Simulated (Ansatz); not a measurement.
```sh
ansatz run in.yaml --threads 4 --pin off --events-out ev --progress --plain --max-ram 9574MiB
```

```yaml
crystal:
  periodic: [false, false, false]
  atoms:
    - {symbol: Ge, position_ang: [0.149465, -1.799147, -0.090402]}
    - {symbol: O, position_ang: [1.280598, -0.413804, -0.094966]}
    - {symbol: H, position_ang: [0.961708, -3.104718, -0.210195]}
    - {symbol: H, position_ang: [-0.565969, -1.706225, 1.258128]}
    - {symbol: H, position_ang: [-0.831001, -1.683057, -1.270623]}
    - {symbol: H, position_ang: [-0.043913, 1.980000, 1.284026]}
    - {symbol: P, position_ang: [-0.992426, 1.783919, 0.250474]}
    - {symbol: H, position_ang: [1.846185, -0.406533, -0.869879]}
    - {symbol: H, position_ang: [-0.150855, 2.330827, -0.750424]}
    - {symbol: H, position_ang: [-1.653695, 3.018837, 0.493864]}
basis:
  gaussian: {orbitals: def2-TZVPP}
hamiltonian: {xc: r2scan, dispersion: d4}
```

Work out the structure from the coordinates.

Formula GeH7OP. Judged by distances it falls into 2 fragments: GeH4O, PH3. The point group is C1. Coordination: 1 Ge tetrahedral; 1 O bent; 1 P trigonal pyramidal.

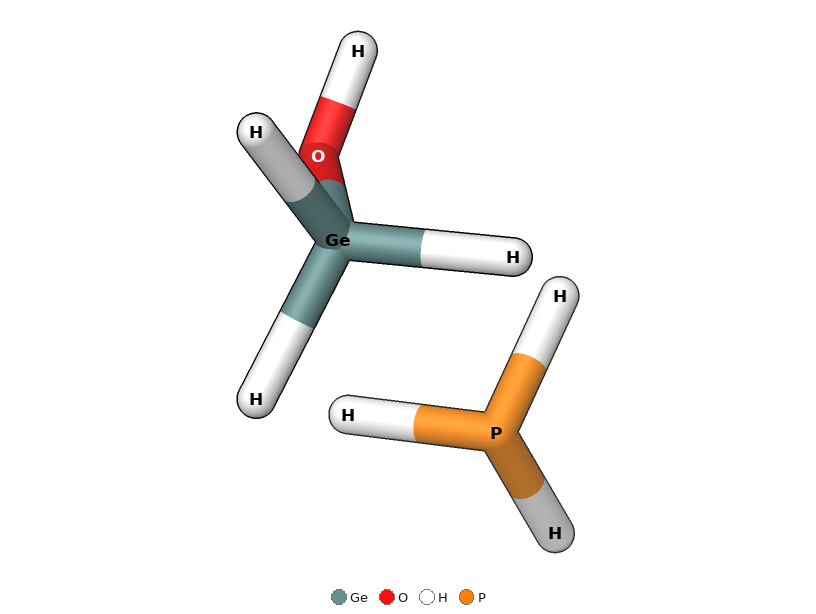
